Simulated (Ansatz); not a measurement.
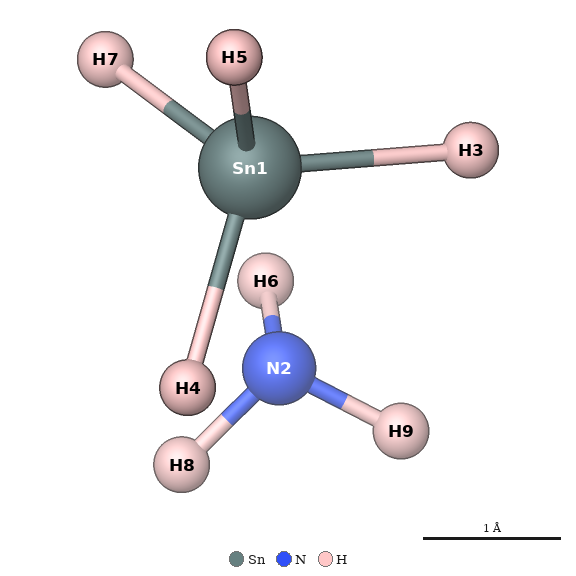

Orthographic view. Distant atoms are faded towards the background colour. The computed structure is the end point of a PBE0-D4/def2-TZVP optimisation.

Write the connection table.

Sn1: H3, H4, H5, H7
N2: H6, H8, H9
H3: Sn1
H4: Sn1
H5: Sn1
H6: N2
H7: Sn1
H8: N2
H9: N2
